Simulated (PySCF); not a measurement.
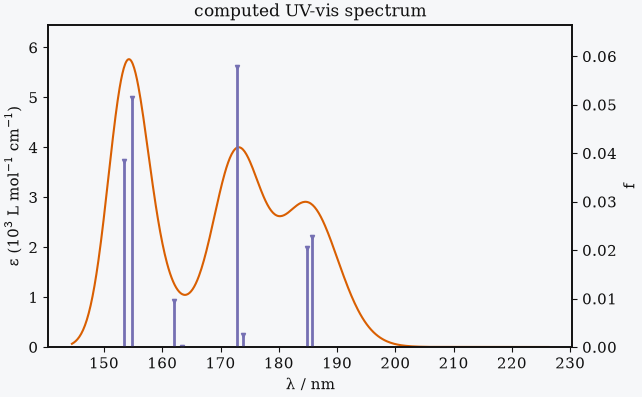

Vertical TDDFT excitations, PBE0/aug-cc-pVTZ in PySCF 2.14.0, at a PBE0-D3(BJ)/def2-SVP geometry (no frequency check), gas phase. Only the first 10 singlet excitations are included; each is broadened by a Gaussian of 1/e half-width 0.25 eV. Sticks give oscillator strengths (right axis). States within 0.01 eV of each other are merged, with their strengths summed.

Question: Which molecule gives this spectrum?
A. CH₅GaO, SMILES C[O][GaH2], singlet
B. GePH₅, SMILES [PH2][GeH3], singlet
C. CH₅BrSi, SMILES C[SiH2]Br

Answer: Option C. Its lowest singlet lies at 6.68 eV (f = 0.023) and the brightest of those computed is S4 at 7.17 eV (173 nm), f = 0.058, mainly HOMO−1 → LUMO+1 (69 %) (S3 lies within 0.06 eV, too close to order).

Caveats: spin-orbit coupling is left out, and with Br it can shift these levels and split any degenerate set; core orbitals are frozen in the response.
